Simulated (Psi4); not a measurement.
# SnH3O (SMILES [OH][SnH2]) at UOMP2/def2-TZVP (core potential, density fitting for correlation)

What is the vertical ionisation energy of SnH3O at UOMP2/def2-TZVP (core potential, density fitting for correlation)? The job is set up through a Python script.

The results are computed with Psi4 1.11.

4 further runs of the same task are left out: 4 that didn't finish.

## Step 1: The molecule

SnH3O: 5 atoms, total charge 0, spin state doublet. As SMILES, `[OH][SnH2]`. The coordinates come from a PBE0-D4/def2-TZVP relaxation. This is one conformer, not always the lowest.

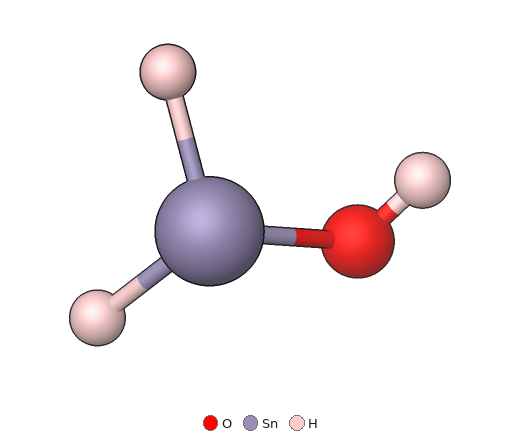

Viewed from a chosen angle; oxygen red, tin purple, hydrogen pink.

## Step 2: The energy at UOMP2/def2-TZVP (core potential, density fitting for correlation)

Contents of h3osn.xyz:

```xyz
5
H3OSn
O      0.707400    -0.732900     0.861900
Sn     0.104500     0.308800    -0.705500
H      0.368600    -1.631300     0.873200
H     -1.606800     0.061300    -0.845900
H      0.476300     1.920400    -0.224900
```

Contents of run.py:

```python
import psi4

psi4.set_memory('1600 MB')
psi4.set_num_threads(1)
psi4.set_output_file('psi4.out', False)

with open('h3osn.xyz') as f:
    atoms = ''.join(f.readlines()[2:])
mol = psi4.geometry('0 2\n' + atoms + 'symmetry c1\nno_reorient\nno_com')

psi4.set_options({
    'reference': 'uhf',
    'puream': True,
    'e_convergence': 1e-09,
    'd_convergence': 1e-08,
    'scf_type': 'pk',
    'num_frozen_docc': 5,
    'maxiter': 200,
})

energy_value, wavefunction = psi4.energy('omp2/def2-TZVP', return_wfn=True)
print('E =', round(energy_value, 9))
```

The run is started by

```sh
python run.py
```

psi4.out:

```text
[...]
    !!!  WARNING: ECP capability is in beta. Please check occupations closely.  !!!
[...]
  Running in c1 symmetry.
[...]
  Nuclear repulsion =   73.023538425356065
[...]
  Multiplicity = 2
[...]
  Nalpha       = 17
  Nbeta        = 16
[...]
    Number of basis functions: 99
[...]
 WARNING: Atomic UHF is not converging! Try casting from a smaller basis or call Rob at CCMST.
   -------------------------
[...]
   @UHF iter   1:  -289.80721707993098   -1.86439e+00   6.44124e-03 DIIS/ADIIS
[...]
   @UHF iter  15:  -289.96847634954537   -8.41283e-12   8.91404e-09 DIIS
[...]
   @S^2 Observed:                7.565897888E-01
[...]
    Orbital Energies [Eh]
    ---------------------
    Alpha Occupied:
       1A    -20.536581     2A     -5.874307     3A     -4.066827
       4A     -4.061075     5A     -4.059901     6A     -1.360795
       7A     -1.331771     8A     -1.331327     9A     -1.326630
      10A     -1.325776    11A     -1.264133    12A     -0.692224
      13A     -0.604785    14A     -0.508189    15A     -0.490019
      16A     -0.456525    17A     -0.328018
    Alpha Virtual:
      18A      0.065362    19A      0.108292    20A      0.123857
      21A      0.177711    22A      0.182522    23A      0.190520
      24A      0.237823    25A      0.278349    26A      0.313039
[...]
  @UHF Final Energy:  -289.96847634954537
   => Energetics <=
    Nuclear Repulsion Energy =             73.0235384253560653
    One-Electron Energy =                -627.2391693659607199
    Two-Electron Energy =                 264.2471545910593136
    Total Energy =                       -289.9684763495453694
  UHF NO Occupations:
  HONO-2 :   15  A 1.9993065
  HONO-1 :   16  A 1.9982557
[...]
 Multipole Moments:
 ------------------------------------------------------------------------------------
     Multipole            Electronic (a.u.)      Nuclear  (a.u.)        Total (a.u.)
 ------------------------------------------------------------------------------------
 L = 1.  Multiply by 2.5417464519 to convert [e a0] to [Debye]
 Dipole X            :        -13.9352412           13.5990361           -0.3362050
 Dipole Y            :         -2.6279593            2.4203612           -0.2075981
 Dipole Z            :         15.9329565          -16.6738095           -0.7408530
 Magnitude           :                                                    0.8396392
[...]
	Warning: cc_lambda option is changed to TRUE
	For this residual convergence, default PCG convergence is:     1.00e-07
[...]
	DF-SCS-MP2 Total Energy (a.u.)     :  -290.48639470041792
	DF-SOS-MP2 Total Energy (a.u.)     :  -290.47099078510445
[...]
	DF-SCS-OMP2 Total Energy (a.u.)    :  -290.49632775267617
	DF-SOS-OMP2 Total Energy (a.u.)    :  -290.43842393338213
	DF-SCS(N)-OMP2 Total Energy (a.u.) :  -290.26087547167833
[...]
	DF-OMP2 Total Energy (a.u.)        :  -290.53158861996712
[...]
```

The script printed:

```text
E = -290.53158862
```

It took 98 s on 1 thread of AMD EPYC 7R43 (Zen 3), shared host; peak memory 0.36 GiB.

## Step 3: The singlet cation at the same level

h3osn.xyz is that of step 2.

Contents of run.py:

```python
import psi4

psi4.set_memory(1600000000)
psi4.set_num_threads(1)
psi4.set_output_file('output.dat', False)

with open('h3osn.xyz') as f:
    atoms = ''.join(f.readlines()[2:])
mol = psi4.geometry('1 1\n' + atoms + 'symmetry c1')

options = {'puream': True, 'e_convergence': 1e-09, 'd_convergence': 1e-08, 'scf_type': 'pk', 'num_frozen_docc': 5}
psi4.set_options(options)

result = psi4.energy("omp2/def2-TZVP")
print(f'total energy {result:.8f} hartree = {result * 27.211386:.5f} eV')
```

The run is started by

```sh
python run.py
```

output.dat:

```text
[...]
    !!!  WARNING: ECP capability is in beta. Please check occupations closely.  !!!
[...]
  Running in c1 symmetry.
[...]
  Nuclear repulsion =   73.023538425356065
[...]
  Multiplicity = 1
[...]
  Nalpha       = 16
  Nbeta        = 16
[...]
    Number of basis functions: 99
[...]
 WARNING: Atomic UHF is not converging! Try casting from a smaller basis or call Rob at CCMST.
   -------------------------
[...]
   @RHF iter   1:  -289.52431664479678   -1.51423e+00   6.04671e-03 DIIS/ADIIS
[...]
   @RHF iter  13:  -289.66554560417512   -1.01181e-11   9.53436e-09 DIIS
[...]
    Orbital Energies [Eh]
    ---------------------
    Doubly Occupied:
       1A    -20.775949     2A     -6.159419     3A     -4.355302
       4A     -4.345046     5A     -4.344348     6A     -1.632531
       7A     -1.619614     8A     -1.617749     9A     -1.610275
      10A     -1.606259    11A     -1.497003    12A     -0.916322
      13A     -0.827322    14A     -0.715781    15A     -0.700550
      16A     -0.679019
[...]
  @RHF Final Energy:  -289.66554560417512
   => Energetics <=
    Nuclear Repulsion Energy =             73.0235384253560653
    One-Electron Energy =                -618.5731880904871787
    Two-Electron Energy =                 255.8841040609560196
    Total Energy =                       -289.6655456041751222
[...]
 Multipole Moments:
 ------------------------------------------------------------------------------------
     Multipole            Electronic (a.u.)      Nuclear  (a.u.)        Total (a.u.)
 ------------------------------------------------------------------------------------
 L = 1.  Multiply by 2.5417464519 to convert [e a0] to [Debye]
 Dipole X            :         -3.5582766            3.2399778           -0.3182988
 Dipole Y            :          8.9295110           -9.0966471           -0.1671361
 Dipole Z            :        -16.4786146           15.1996945           -1.2789201
 Magnitude           :                                                    1.3284899
[...]
	Warning: cc_lambda option is changed to TRUE
	For this residual convergence, default PCG convergence is:     1.00e-07
[...]
	DF-MP2 Total Energy (a.u.)         :  -290.21240885033615
[...]
	DF-MP2 Total Energy (a.u.)         :  -290.23034213247439
[...]
	DF-OMP2 Total Energy (a.u.)        :  -290.23034213193836
[...]
```

Standard output:

```text
total energy -290.23034213 hartree = -7897.56987 eV
```

Run time: 41 s. Hardware: 1 thread of AMD EPYC 7R43 (Zen 3), shared host; peak memory 0.36 GiB.

## Step 4: Outcome

Level: UOMP2/def2-TZVP (core potential, density fitting for correlation), 5 core orbitals frozen.

| quantity | value |
| --- | --- |
| doublet SnH3O: total energy | -290.53159 Eh |
| doublet SnH3O: HOMO energy (Hartree–Fock orbitals) (highest over α and β) | -8.93 eV |
| doublet SnH3O: LUMO energy (Hartree–Fock orbitals) (lowest over α and β) | 0.26 eV |
| doublet SnH3O: correlation energy (5 core orbitals frozen) | -563.1 mEh |
| doublet SnH3O: ⟨S²⟩ of the reference determinant | 0.757 |
| singlet cation: total energy | -290.23034 Eh |
| singlet cation: HOMO energy (Hartree–Fock orbitals) | -18.48 eV |
| singlet cation: LUMO energy (Hartree–Fock orbitals) | -7.55 eV |
| singlet cation: HOMO–LUMO gap (Hartree–Fock orbitals) | 10.92 eV |
| singlet cation: correlation energy (5 core orbitals frozen) | -564.8 mEh |
| vertical ionisation energy (to the singlet cation) | 8.197 eV |

The vertical ionisation energy comes to 8.20 eV (791 kJ/mol). Only the singlet of the ionised species was computed; a triplet could lie lower.
